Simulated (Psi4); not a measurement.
**triplet SnO: levels of theory compared**

Aim: a comparison of 3 runs (U-wB97X-V/def2-TZVPPD, UDSD-PBEP86/def2-TZVPPD, UHSE06/def2-TZVPPD) of triplet SnO. 

The calculation is run with Psi4 1.11.

## Step 1: The structure to begin with

The species is SnO (2 atoms), meant as a triplet with charge 0. SMILES of the parent species: `[O]=[Sn]`. Geometry: relaxed at PBE0-D4/def2-TZVP. That shape belongs to the parent species and isn't relaxed for this state.

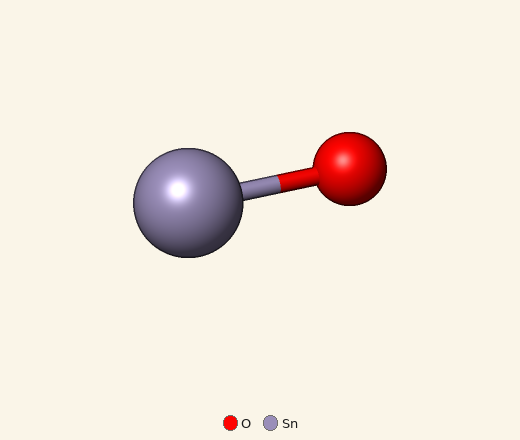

Viewed from a chosen angle; oxygen red, tin purple.

## Step 2: A single-point energy at U-wB97X-V/def2-TZVPPD (core potential) (run 1)

job.dat reads:

```
memory 2.2 GB

molecule {
  0 3
  O      0.00000000     0.00000000    -0.01337926
  Sn     0.00000000     0.00000000     3.42165150
  units au
  symmetry c1
}

set basis def2-TZVPPD
set reference uks
set puream true
set e_convergence 1e-09
set d_convergence 1e-08
set scf_type pk
set dft_radial_points 99
set dft_spherical_points 590
set maxiter 100

result, w = energy("wb97x-v", return_wfn=True)
```

Launch:

```
$ psi4 job.dat job.out -n 1
```

job.out:

```text
[...]
    !!!  WARNING: ECP capability is in beta. Please check occupations closely.  !!!
[...]
  Running in c1 symmetry.
[...]
  Nuclear repulsion =   51.236804645091453
[...]
  Multiplicity = 3
[...]
  Nalpha       = 16
  Nbeta        = 14
[...]
    Number of basis functions: 96
[...]
   @UKS iter   1:  -288.93914218604334   -1.24168e+00   1.03627e-02 ADIIS/DIIS
[...]
   @UKS iter  22:  -289.38695159633772    1.46542e-10   3.90898e-09 DIIS
[...]
   @S^2 Observed:                2.015100307E+00
[...]
    Orbital Energies [Eh]
    ---------------------
    Alpha Occupied:
       1A    -19.235932     2A     -5.230626     3A     -3.582375
       4A     -3.577686     5A     -3.571773     6A     -1.204112
       7A     -1.165067     8A     -1.159061     9A     -1.158640
      10A     -1.155970    11A     -1.040856    12A     -0.594483
      13A     -0.450361    14A     -0.444247    15A     -0.440997
      16A     -0.242123
    Alpha Virtual:
      17A     -0.027178    18A      0.049025    19A      0.056453
      20A      0.110776    21A      0.111159    22A      0.116509
      23A      0.125487    24A      0.126264    25A      0.153953
[...]
  @UKS Final Energy:  -289.38695159633772
   => Energetics <=
    Nuclear Repulsion Energy =             51.2368046450914534
    One-Electron Energy =                -581.7981689142661708
    Two-Electron Energy =                 259.5472754115061207
    DFT Exchange-Correlation Energy =     -18.4912482832555938
    Empirical Dispersion Energy =           0.0000000000000000
    VV10 Nonlocal Energy =                  0.1183855445864666
    Total Energy =                       -289.3869515963377239
[...]
 Multipole Moments:
 ------------------------------------------------------------------------------------
     Multipole            Electronic (a.u.)      Nuclear  (a.u.)        Total (a.u.)
 ------------------------------------------------------------------------------------
 L = 1.  Multiply by 2.5417464519 to convert [e a0] to [Debye]
 Dipole X            :          0.0000018            0.0000000            0.0000018
 Dipole Y            :          0.0000113            0.0000000            0.0000113
 Dipole Z            :         16.4700531          -15.3512859            1.1187672
 Magnitude           :                                                    1.1187672
[...]
```

Wall time 38 s (1 thread of Intel Xeon Platinum 8223CL at 3.00GHz (Skylake/Cascade Lake), shared host); peak memory 0.74 GiB.

## Step 3: The energy at UDSD-PBEP86/def2-TZVPPD (core potential, density fitting for correlation) (run 2)

job.inp reads:

```
memory 2.2 GB

molecule m {
  0 3
  O      0.000000     0.000000    -0.007080
  Sn     0.000000     0.000000     1.810660
  symmetry c1
}

set {
  basis def2-TZVPPD
  reference uks
  puream true
  e_convergence 1e-09
  d_convergence 1e-08
  scf_type pk
  dft_radial_points 99
  dft_spherical_points 590
  num_frozen_docc 5
  maxiter 100
}

e, wfn = energy("dsd-pbep86", return_wfn=True)
```

Launch:

```
$ psi4 job.inp job.out -n 1
```

job.out:

```text
[...]
    !!!  WARNING: ECP capability is in beta. Please check occupations closely.  !!!
[...]
  Running in c1 symmetry.
[...]
  Nuclear repulsion =   51.236804536358335
[...]
  Multiplicity = 3
[...]
  Nalpha       = 16
  Nbeta        = 14
[...]
    Number of basis functions: 96
[...]
   @UKS iter   1:  -288.34299831955622   -1.28429e+00   9.13495e-03 ADIIS/DIIS
[...]
   @UKS iter  25:  -288.72033127654413    8.98126e-12   9.68964e-09 DIIS
[...]
   @S^2 Observed:                2.029831632E+00
[...]
    Orbital Energies [Eh]
    ---------------------
    Alpha Occupied:
       1A    -20.086657     2A     -5.623029     3A     -3.866225
       4A     -3.864851     5A     -3.860459     6A     -1.299989
       7A     -1.244664     8A     -1.238793     9A     -1.238670
      10A     -1.236970    11A     -1.144017    12A     -0.618344
      13A     -0.477652    14A     -0.459318    15A     -0.441984
      16A     -0.224669
    Alpha Virtual:
      17A     -0.042380    18A      0.033703    19A      0.042517
      20A      0.093127    21A      0.094190    22A      0.101432
      23A      0.109378    24A      0.112274    25A      0.137244
[...]
  @UKS Final Energy:  -288.72033127654413
   => Energetics <=
    Nuclear Repulsion Energy =             51.2368045363583349
    One-Electron Energy =                -581.8007120247960984
    Two-Electron Energy =                 249.5146132665928462
    DFT Exchange-Correlation Energy =      -7.6710370546992577
    Empirical Dispersion Energy =           0.0000000000000000
    VV10 Nonlocal Energy =                  0.0000000000000000
    Total Energy =                       -288.7203312765441297
[...]
 Multipole Moments:
 ------------------------------------------------------------------------------------
     Multipole            Electronic (a.u.)      Nuclear  (a.u.)        Total (a.u.)
 ------------------------------------------------------------------------------------
 L = 1.  Multiply by 2.5417464519 to convert [e a0] to [Debye]
 Dipole X            :          0.0000024            0.0000000            0.0000024
 Dipole Y            :          0.0000264            0.0000000            0.0000264
 Dipole Z            :         16.3734370          -15.3512859            1.0221510
 Magnitude           :                                                    1.0221510
[...]
```

Run time: 17 s. Hardware: 1 thread of Intel Xeon Platinum 8223CL at 3.00GHz (Skylake/Cascade Lake), shared host; peak memory 0.66 GiB.

## Step 4: The energy at UHSE06/def2-TZVPPD (core potential) (run 3)

osn.in reads:

```
memory 2.2 GB

molecule m {
  0 3
  O
  Sn 1 R2

  R2 = 1.81774
  units angstrom
  symmetry c1
  no_reorient
  no_com
}

set globals {
  reference uks
  puream true
  e_convergence 1e-09
  d_convergence 1e-08
  scf_type pk
  dft_radial_points 99
  dft_spherical_points 590
  maxiter 100
}

E, wfn = energy('hse06/def2-TZVPPD', return_wfn=True)
oeprop(wfn, 'MAYER_INDICES', 'QUADRUPOLE', 'LOWDIN_CHARGES')
print_variables()
```

Launch:

```
$ psi4 osn.in osn.out -n 1
```

osn.out:

```text
[...]
    !!!  WARNING: ECP capability is in beta. Please check occupations closely.  !!!
[...]
  Running in c1 symmetry.
[...]
  Nuclear repulsion =   51.236804536358335
[...]
  Multiplicity = 3
[...]
  Nalpha       = 16
  Nbeta        = 14
[...]
    Number of basis functions: 96
[...]
   @UKS iter   1:  -288.97720776097844   -9.24280e-01   1.00606e-02 ADIIS/DIIS
[...]
   @UKS iter  22:  -289.37346447931446   -2.39311e-11   8.72564e-09 DIIS
[...]
   @S^2 Observed:                2.012015097E+00
[...]
    Orbital Energies [Eh]
    ---------------------
    Alpha Occupied:
       1A    -19.218859     2A     -5.158658     3A     -3.494544
       4A     -3.490633     5A     -3.485605     6A     -1.094793
       7A     -1.057490     8A     -1.052248     9A     -1.051777
      10A     -1.049331    11A     -0.928440    12A     -0.485101
      13A     -0.347198    14A     -0.339825    15A     -0.332330
      16A     -0.156092
    Alpha Virtual:
      17A     -0.118485    18A     -0.027576    19A     -0.000703
      20A      0.047489    21A      0.050419    22A      0.062200
      23A      0.066013    24A      0.067667    25A      0.087304
[...]
  @UKS Final Energy:  -289.37346447931446
   => Energetics <=
    Nuclear Repulsion Energy =             51.2368045363583349
    One-Electron Energy =                -581.8242863732530168
    Two-Electron Energy =                 261.8924567300878721
    DFT Exchange-Correlation Energy =     -20.6784393725077074
    Empirical Dispersion Energy =           0.0000000000000000
    VV10 Nonlocal Energy =                  0.0000000000000000
    Total Energy =                       -289.3734644793144639
[...]
 Multipole Moments:
 ------------------------------------------------------------------------------------
     Multipole            Electronic (a.u.)      Nuclear  (a.u.)        Total (a.u.)
 ------------------------------------------------------------------------------------
 L = 1.  Multiply by 2.5417464519 to convert [e a0] to [Debye]
 Dipole X            :         -0.0000032            0.0000000           -0.0000032
 Dipole Y            :          0.0000118            0.0000000            0.0000118
 Dipole Z            :         16.4462545          -15.3512859            1.0949686
 Magnitude           :                                                    1.0949686
 L = 2.  Multiply by 1.3450342976 to convert [e a0^2] to [Debye ang]
 Quadrupole XX       :        -23.9897230            0.0000000          -23.9897230
 Quadrupole XY       :         -1.1956052            0.0000000           -1.1956052
[...]
```

Run time: 33 s. Hardware: 1 thread of Intel Xeon Platinum 8223CL at 3.00GHz (Skylake/Cascade Lake), shared host; peak memory 0.73 GiB.

## Step 5: The series

| run | level | frozen core orbitals | fitting correlation | energy (Eh) | dipole moment (D) | HOMO energy (eV) | LUMO energy (eV) | wall time |
| --- | --- | --- | --- | --- | --- | --- | --- | --- |
| 1 | U-wB97X-V/def2-TZVPPD (core potential) | 0 | – | -289.386952 | 2.84 | -6.59 | -3.23 | 38 s |
| 2 | UDSD-PBEP86/def2-TZVPPD (core potential, density fitting for correlation) | 5 | density fitting | -288.973710 | – | -6.11 | -2.11 | 17 s |
| 3 | UHSE06/def2-TZVPPD (core potential) | 0 | – | -289.373464 | 2.78 | -4.25 | – | 33 s |

## Step 6: Outcome

```
                                 quantity          value
                      run 3: total energy  -289.37346 Eh
                     run 3: dipole moment         2.78 D
run 3: HOMO energy (highest over α and β)       -4.25 eV
                              run 3: ⟨S²⟩          2.012
```

What this shows: Totals of different functionals can't be ranked against each other. All runs together took 88 s, the longest 38 s.
